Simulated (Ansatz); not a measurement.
## CoH (Fm-3m): the cell at rest

Aim: bring CoH (Fm-3m) to small forces and stress, as phonons need.

Main program and level: Ansatz 0.2.0; DFT PBEsol, scalar-relativistic, plane waves, norm-conserving pseudopotentials.

**1. Set-up**

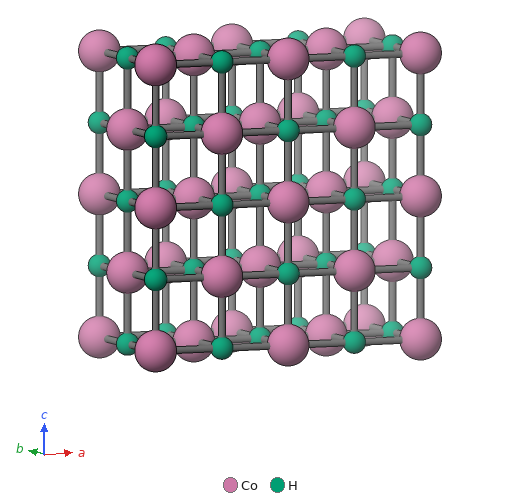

The cell as given, slightly off an axis (cobalt pink, hydrogen teal). 2×1×2 cells are drawn. This picture shows the conventional cell, with its axes. Some periodic images of atoms are drawn too.

**2. A coarse first look**

A quick single point on a coarse mesh tells whether the cell has a gap and how far it is from rest, which sets the k mesh and smearing that follow.

Input file input.yaml:

```yaml
crystal:
  lattice:
    - [0.0, 1.84296171, 1.84296171]
    - [1.84296171, 0.0, 1.84296171]
    - [1.84296171, 1.84296171, 0.0]
  atoms:
    - { symbol: Co, position: [0.0, 0.0, 0.0], spin: 3.0 }
    - { symbol: H, position: [0.5, 0.5, 0.5] }
kpoints:
  mp_grid: { grid: [8, 8, 8] }
hamiltonian:
  xc: pbesol
  pseudopotentials: { kind: nc }
scf:
  occupations: { method: gaussian, width: 0.1 }
  lower_state_search: "off"
output:
  forces: true
  stress: true
  eigenvalues: true
  populations: true
magnetization:
  spin_polarized: true
```

On the command line:

```sh
$ ansatz run input.yaml --threads 4 --pin off --max-ram 7168MiB --backend cpu --events-out ev --progress --plain --runs-dir out
```

Numbers of over 12 decimals in the logs are rounded to 6 here.

The program printed:

```text
Engine: ansatz 0.2.0, aarch64-unknown-linux-gnu
Pseudopotentials: kind: nc
Pseudopotential: Co, nc, valence charge 17, recommended cutoff 1306.14654 eV (normal), Co.nc.azcp (PseudoDojo's, or run here from an input of PseudoDojo's: the run reads no file of this project's for it)
[...]
k-point 2 ↑: bands = [... 5 lower, 14.6900, 15.5179, 15.5179, 16.5211, 16.5211, 26.5785, 33.5209, 38.4624, ... 2 higher]
  k-point 28 ↓: bands = [... 5 lower, 15.5189, 15.5189, 17.2691, 18.8329, 22.1407, 23.9280, 23.9280, 26.5262, ... 2 higher]
--- Löwdin populations: 2 sites ---
  site symbol       q [e]    m [muB]
     0     Co     16.5938     1.2294
     1      H      1.2133    -0.0079
  spilling = 0.010716 (of n_electrons = 18.000000)
[key lines of the parts left out:]
SCF converged after 14 iterations
Magnetization: 1.1807 μB (9.5903 up, 8.4097 down)
Free energy (F): -4174.430401 eV
Fermi energy:    18.120537 eV
P = ⅓ Tr σ = -6.1782 GPa (-61.782 kbar)
```

It took 1.8 s on 4 threads of Arm Neoverse V2, shared host; peak memory 0.3 GiB; 5.2 s of CPU time.

Numbers from this step:

| Property | Result |
| --- | --- |
| magnetization | 1.181 μB |
| absolute magnetization | 1.306 μB |
| site moments | 1.172, -0.02183 μB |
| pressure | -6.178 GPa |
| volume per atom | 6.260 Å³ |
| gap on the k-mesh | 0 eV |

The coarse mesh shows no gap and a pressure of -6.2 GPa.

**3. Bringing the structure to rest**

Harmonic phonons are second derivatives at a point where the forces vanish, and they are wanted at zero stress, so atoms and cell are relaxed first.

input.yaml, the sections that differ from step 2:

```yaml
crystal:
  lattice:
    - [0.0, 1.84296171, 1.84296171]
    - [1.84296171, 0.0, 1.84296171]
    - [1.84296171, 1.84296171, 0.0]
  atoms:
    - { symbol: Co, position: [0.0, 0.0, 0.0], spin: 1.29 }
    - { symbol: H, position: [0.5, 0.5, 0.5] }
kpoints:
  mp_grid: { grid: [18, 18, 18] }
scf:
  occupations: { method: gaussian, width: 0.1 }
relax:
  adjacent_minimum: "off"
  f_tol: 0.005
  max_steps: 80
  cell: { stress_tol: 0.05 }
# hamiltonian, output, magnetization: as in step 2
```

The program printed:

```text
[...]
Crystal: 2 atoms, lattice volume = 12.519 Å³
Basis set: ecut = 1306.14654 eV, 1363 PW (Γ), exchange–correlation on 64×64×64 points (8 copies of the dense FFT grid, shifted against one another)
Bands: 14, of which v1, the nominal top of the filled ones, is band 9 counted from 1 (8 counted from 0)
Symmetry: 48 space group operations
[...]
k-points: 195 of 5832
[...]
Starting moments: Σ|m| = 1.29 μB on 1 of 2 sites
[...]
SCF iter  11: F=-4174.436186 eV  HF=-4174.436186 eV  |F-HF|=4.55e-12  |Δ(HF+E_count)|=  1.67e-10  Δρ=5.85e-7 (↑4.04e-7 ↓5.85e-7)  dr2=1.54e-11  dr2_m=1.50e-11  M=1.163 μB ∫|m|=1.288 μB  ethr=1.00e-12  ⟨swp⟩=1.0  Hψ=15803  notcnv=0
SCF 1 converged in 11 iterations: F = -4174.436186 eV  dr2 = 1.54e-11
relax step   1: F+E_penalty+E_count = -4174.43618593 eV  Δ(F+E_penalty+E_count) = +0.000e0 eV  max|allowed force component| = 1.446e-30 eV/Å  Δτ_max = 0.0000 Å  P = -6.725 GPa  Ω = 12.519 Å³  (11 SCF iters, dr2 threshold 1.00e-7 eV, accepted)
Crystal: 2 atoms, lattice volume = 12.287 Å³
[...]
Starting moments: Σ|m| = 1.29 μB on 1 of 2 sites; this step starts from the density that it was given
[...]
SCF iter   7: F=-4174.443172 eV  HF=-4174.443172 eV  |F-HF|=1.19e-10  |Δ(HF+E_count)|=   1.19e-8  Δρ=2.33e-6 (↑1.23e-6 ↓2.33e-6)  dr2=4.46e-11  dr2_m=3.35e-10  M=1.140 μB ∫|m|=1.262 μB  ethr=9.08e-12  ⟨swp⟩=1.8  Hψ=16079  notcnv=0
SCF 2 converged in 7 iterations: F = -4174.443172 eV  dr2 = 4.46e-11
relax step   2: F+E_penalty+E_count = -4174.44317227 eV  Δ(F+E_penalty+E_count) = -6.986e-3 eV  max|allowed force component| = 3.944e-31 eV/Å  Δτ_max = 0.0000 Å  P = -2.691 GPa  Ω = 12.287 Å³  energy of the carried Pulay correction = +1.077e-4 eV  (7 SCF iters, dr2 threshold 2.00e-7 eV, accepted)
Crystal: 2 atoms, lattice volume = 12.137 Å³
Basis set: ecut = 1306.14654 eV, 1291 PW (Γ), exchange–correlation on 64×64×64 points (8 copies of the dense FFT grid, shifted against one another)
[...]
SCF iter   6: F=-4174.444445 eV  HF=-4174.444445 eV  |F-HF|=2.57e-9  |Δ(HF+E_count)|=   7.36e-8  Δρ=7.82e-6 (↑7.26e-6 ↓7.82e-6)  dr2=4.39e-10  dr2_m=6.06e-9  M=1.127 μB ∫|m|=1.246 μB  ethr=1.55e-11  ⟨swp⟩=2.0  Hψ=17340  notcnv=0
SCF 3 converged in 6 iterations: F = -4174.444445 eV  dr2 = 4.39e-10
relax step   3: F+E_penalty+E_count = -4174.44444497 eV  Δ(F+E_penalty+E_count) = -1.273e-3 eV  max|allowed force component| = 4.602e-31 eV/Å  Δτ_max = 0.0000 Å  P = +0.163 GPa  Ω = 12.137 Å³  energy of the carried Pulay correction = +1.784e-4 eV  (6 SCF iters, dr2 threshold 2.00e-7 eV, accepted)
[...]
relax step   4: F+E_penalty+E_count = -4174.44444526 eV  Δ(F+E_penalty+E_count) = -2.886e-7 eV  max|allowed force component| = 2.691e-31 eV/Å  Δτ_max = 0.0000 Å  P = -0.000 GPa  Ω = 12.145 Å³  energy of the carried Pulay correction = +1.745e-4 eV  (4 SCF iters, dr2 threshold 6.67e-8 eV, accepted)
[...]
SCF iter   6: F=-4174.444315 eV  HF=-4174.444315 eV  |F-HF|=1.82e-12  |Δ(HF+E_count)|=  2.09e-11  Δρ=3.91e-7 (↑3.69e-7 ↓3.91e-7)  dr2=4.68e-12  dr2_m=8.13e-12  M=1.127 μB ∫|m|=1.246 μB  ethr=1.00e-12  ⟨swp⟩=5.4  Hψ=20667  notcnv=0
SCF 5 converged in 6 iterations: F = -4174.444315 eV  dr2 = 4.68e-12
relax step   5: F+E_penalty+E_count = -4174.44431456 eV  Δ(F+E_penalty+E_count) = +1.307e-4 eV  max|allowed force component| = 5.423e-31 eV/Å  Δτ_max = 0.0000 Å  P = -0.030 GPa  Ω = 12.145 Å³  stress off target by 3.05e-2 GPa  SCF on the basis re-selected at this cell (its energy is not comparable with the rows above)  (6 SCF iters)
basis re-selected at this cell: Δ(F+E_penalty+E_count) = +1.307e-4 eV, ΔP = -0.030 GPa vs the last step (what re-selecting the basis moved, of the pressure what is left beyond the Pulay correction that the steps carried, after the strain that the cell walked since its last selection, with what the two solves' SCF thresholds leave and, on support functions, any second-order correction that the steps lacked; it is no m [...]
SCF converged after 6 iterations
Magnetization: 1.1274 μB (9.5637 up, 8.4363 down)
Absolute magnetization: 1.2464 μB (∫|ρ↑−ρ↓|)
[...]
Per-site moments (μB) at R_I (Å): [(1.116305, 0.752568), (-0.020541, 0.752568)]
Free energy (F): -4174.444315 eV
[...]
Internal energy: -4174.439137 eV  (E = F + TS)
E sigma→0 (E₀):  -4174.441726 eV
Entropy (-TS):   -0.005178 eV (-2.589 meV/atom)
Fermi energy:    18.726768 eV
[...]
--- Stress (GPa, compression-positive) ---
       -0.030483      -0.000000      -0.000000
       -0.000000      -0.030483      -0.000000
       -0.000000      -0.000000      -0.030483
  P = ⅓ Tr σ = -0.0305 GPa (-0.305 kbar)
--- Band table (eV; the first three rows and the last of 390) ---
  k-point 0 ↑: bands = [... 5 lower, 15.9901, 15.9901, 15.9901, 17.1168, 17.1168, 34.0422, 39.3795, 40.0938, ... 1 higher]
  k-point 1 ↑: bands = [... 5 lower, 15.9525, 16.0175, 16.0175, 17.0994, 17.0994, 33.4275, 38.9533, 40.0338, ... 1 higher]
  k-point 2 ↑: bands = [... 5 lower, 15.8424, 16.0875, 16.0875, 17.0607, 17.0607, 31.9710, 37.7737, 39.8881, ... 1 higher]
  k-point 194 ↓: bands = [... 5 lower, 15.8464, 16.2800, 17.9200, 19.4842, 22.9564, 24.0466, 25.4384, 27.5038, ... 1 higher]
--- Relaxed structure (4 steps of the walk, 4 accepted, 1 SCFs on fresh bases) ---
  F+E_penalty+E_count = -4174.44431456 eV   max|allowed force component| = 5.423e-31 eV/Å   (the final SCF, on the basis selected at the relaxed cell)
  cell:  # Å, volume = 12.1450 Å³
    - [0, 1.824408, 1.824408]
    - [1.824408, 0, 1.824408]
    - [1.824408, 1.824408, 0]
  atoms:
    - { symbol: Co, position: [0, 0, 0] }
    - { symbol: H, position: [0.5, 0.5, 0.5] }
--- Löwdin populations: 2 sites ---
  site symbol       q [e]    m [muB]
     0     Co     16.5956     1.1744
     1      H      1.2083    -0.0076
  spilling = 0.010897 (of n_electrons = 18.000000)
```

Elapsed: 22 s, on 4 threads; peak memory 0.52 GiB.

The steps of the relaxation:

```tsv
step	energy less that of the first step (eV)	largest force component (eV/Å)	pressure (GPa)	volume (Å³)
1	0.0000	0.0000	-6.72	12.52
2	-0.0070	0.0000	-2.69	12.29
3	-0.0083	0.0000	0.16	12.14
4	-0.0083	0.0000	0.00	12.14
5*	-0.0081	0.0000	-0.03	12.14
```

Relaxation steps marked * repeat the geometry before them on a plane-wave basis chosen anew for their cell, so energy and pressure can jump there.

Forces are held to the 48 operations that the run works with; a distortion that breaks them can't arise in this run.

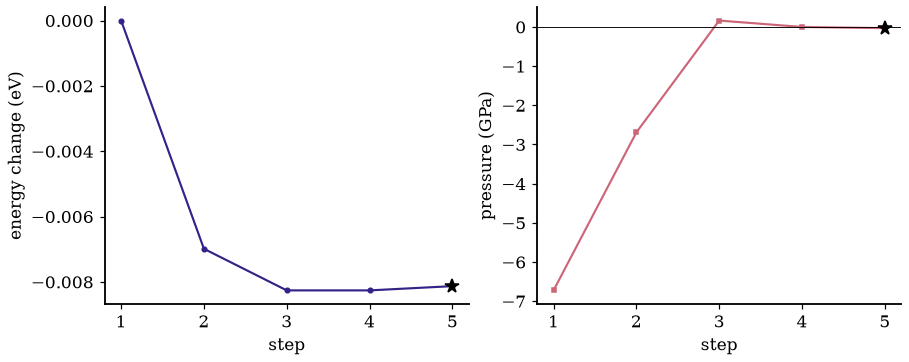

Energy and pressure along the relaxation. Stars mark steps on a basis chosen anew.

```tsv
conventional cell, symmetrised	before	after	change
a (Å)	3.686	3.649	-1.0 %
b (Å)	3.686	3.649	-1.0 %
c (Å)	3.686	3.649	-1.0 %
volume (Å³/atom)	6.26	6.07	-3.0 %
```

Final coordinates:

```xyz
2
Lattice="0.0000 1.8244 1.8244 1.8244 0.0000 1.8244 1.8244 1.8244 0.0000" Properties=species:S:1:pos:R:3 pbc="T T T"
Co    0.0000    0.0000    0.0000
H     1.8244    1.8244    1.8244
```

This step gave:

```
magnetization          : 1.127 μB
absolute magnetization : 1.246 μB
site moments           : 1.116, -0.02054 μB
pressure               : -0.03048 GPa
volume per atom        : 6.072 Å³
```

In this step the volume went from 6.26 to 6.07 Å³/atom.

**4. Relaxing to small forces for the phonons**

Phonons need a cell at rest on their own settings, so the relaxation is repeated with tight tolerances on forces and stress on the k mesh and occupations of the first response run.

Input file input.yaml:

```yaml
crystal:
  lattice:
    - [0.0, 1.8244078336, 1.8244078336]
    - [1.8244078336, 0.0, 1.8244078336]
    - [1.8244078336, 1.8244078336, 0.0]
  atoms:
    - { symbol: Co, position: [0.0, 0.0, 0.0], spin: 1.23 }
    - { symbol: H, position: [0.5, 0.5, 0.5] }
kpoints:
  mp_grid: { grid: [20, 20, 20] }
hamiltonian:
  xc: pbesol
  pseudopotentials: { kind: nc }
scf:
  occupations: { method: gaussian, width: 0.15 }
output:
  forces: true
  stress: true
  eigenvalues: true
  populations: true
  write_density: true
  write_potential: true
  elf: true
  volumetric_format: npy
magnetization:
  spin_polarized: true
relax:
  adjacent_minimum: "off"
  f_tol: 0.001
  max_steps: 60
  cell: { stress_tol: 0.01 }
```

The program printed:

```text
[...]
Crystal: 2 atoms, lattice volume = 12.145 Å³
Basis set: ecut = 1306.14654 eV, 1291 PW (Γ), exchange–correlation on 64×64×64 points (8 copies of the dense FFT grid, shifted against one another)
Bands: 14, of which v1, the nominal top of the filled ones, is band 9 counted from 1 (8 counted from 0)
[... 1 set-up line as in the run before ...]
[...]
cell:  # Å, volume = 12.1525 Å³
    - [0, 1.824784, 1.824784]
    - [1.824784, 0, 1.824784]
    - [1.824784, 1.824784, 0]
  atoms:
    - { symbol: Co, position: [0, 0, 0] }
    - { symbol: H, position: [0.5, 0.5, 0.5] }
--- Löwdin populations: 2 sites ---
  site symbol       q [e]    m [muB]
     0     Co     16.5943     1.1823
     1      H      1.2092    -0.0069
  spilling = 0.010915 (of n_electrons = 18.000000)
[key lines of the parts left out:]
SCF converged after 6 iterations
Magnetization: 1.1361 μB (9.5681 up, 8.4319 down)
Free energy (F): -4174.447546 eV
Fermi energy:    18.706871 eV
P = ⅓ Tr σ = 0.0019 GPa (0.019 kbar)
```

It took 23 s on 4 threads; peak memory 0.58 GiB; 88 s of CPU time.

Little changed from the start: no atom moved by 0.005 Å and no cell edge by 0.1 %.

Numbers from this step:

```
magnetization          : 1.136 μB
absolute magnetization : 1.254 μB
site moments           : 1.124, -0.02019 μB
pressure               : 0.001868 GPa
volume per atom        : 6.076 Å³
```

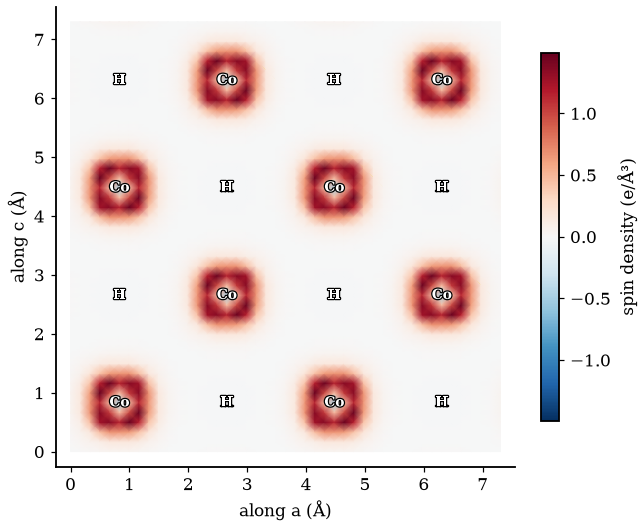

Spin density in the ac plane of the conventional cell at fractional y = 0.000, with atoms of Co and H within 0.2 Å of it. The map starts off the cell's origin, so that atoms lie inside it.

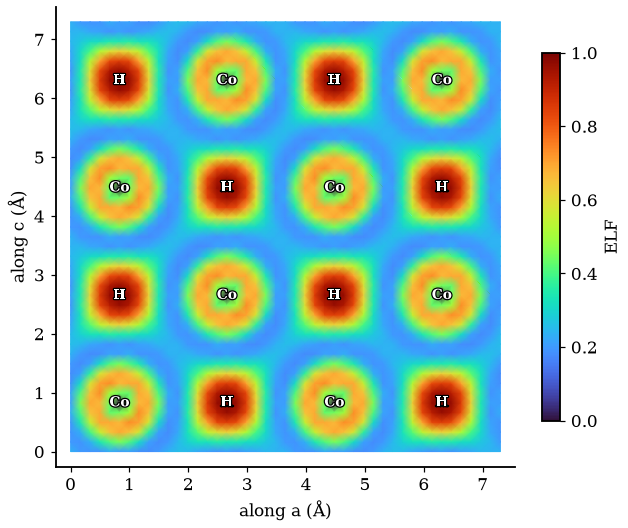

ELF in the ac plane of the conventional cell at fractional y = 0.000, with atoms of Co and H within 0.2 Å of it. It is the smooth field of the valence electrons, not physical close to the nuclei. The map starts off the cell's origin, so that atoms lie inside it.

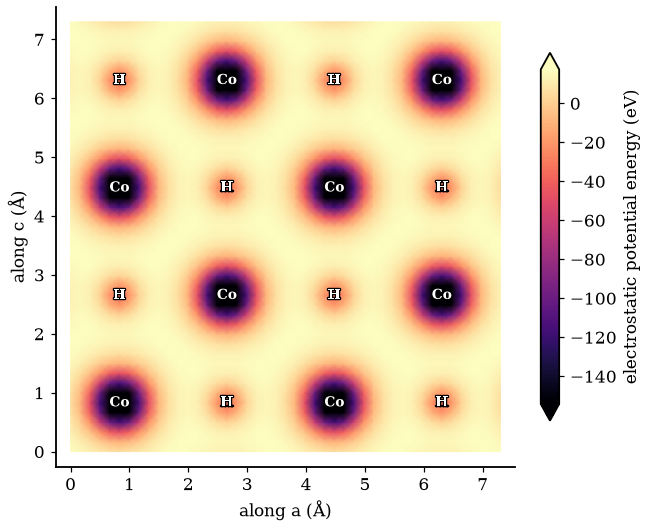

Electrostatic potential energy in the ac plane of the conventional cell at fractional y = 0.000, with atoms of Co and H within 0.2 Å of it. With pseudopotentials it is smooth inside the atoms' cores, unlike the true potential. The map starts off the cell's origin, so that atoms lie inside it.

The forces vanish by symmetry and the pressure is 0.002 GPa, within the tolerances set. The cell now holds 6.08 Å³/atom.

**5. What came out**

| Property | Result |
| --- | --- |
| space group after relaxation (within 0.01 Å) | Fm-3m |
| lattice constant a | 3.650 Å |
| lattice constant b | 3.650 Å |
| lattice constant c | 3.650 Å |
| volume per atom | 6.08 Å³ |

In words: The forces vanish by symmetry and the pressure is 0.002 GPa, within the tolerances set. The cell now holds 6.08 Å³/atom. The relaxation keeps the symmetry of its start, so it says nothing on stability against lower symmetry. The magnetic state is the one that the run reached from its starting moments; a lower one was not ruled out.

[Logs are printed without paths, hosts, clocks, repeated set-up lines and the standing remarks that a program may print on its own settings, such as how far it seeks lower states.]

[Hosts, paths, dates, database ids (printed as entryN), source tags and the programs' standing remarks are cut or masked in the printed files.]
